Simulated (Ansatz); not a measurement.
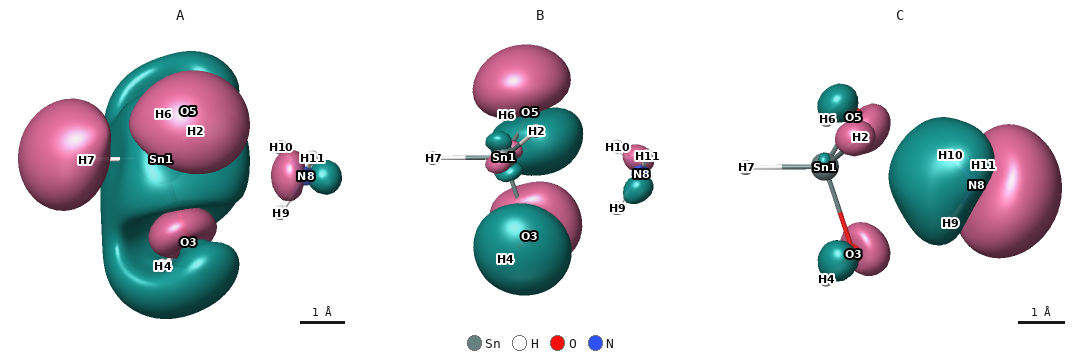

Figure. H₄O₂Sn···NH₃. Three frontier orbitals at ±0.06 Å⁻³ᐟ² (teal and pink are the two phases), in no order.

Core potentials replace the inner electrons of Sn.

Computed with RKS B3LYP-D4/def2-SVP (Ansatz 0.2.0).

```xyz
11

Sn   -0.2032   -0.3691    0.1767
H    -0.3532   -0.5048    1.8648
O     1.7582   -0.3551   -0.2238
H     1.9624   -0.6122   -1.1338
O    -1.0248    1.3857   -0.3259
H    -1.2770    1.4347   -1.2586
H    -0.9270   -1.5873   -0.8068
N     1.4969    2.4013    1.2284
H     2.0168    1.6604    0.7544
H     0.6276    2.5307    0.7074
H     1.2479    2.0546    2.1547
```

Q: Order the three orbitals by energy and name them.

A: B is the HOMO−1 (−8.17 eV). By Hirshfeld shares it lies mainly on O3 (about 45 %) and O5 (about 45 %); largely a combination of lone pairs on O3 and O5. C is the HOMO (−6.32 eV). Its weight (Hirshfeld) is mainly on N8 (about 80 %); largely a lone pair of N8. A is the LUMO (−0.79 eV). By Hirshfeld shares it lies mainly on Sn1 (about 40 %), O3 (about 15 %), O5 (about 15 %), H7 (about 10 %) and H2 (about 10 %).

Q: What is the HOMO–LUMO gap?

A: 5.53 eV between the orbital energies.
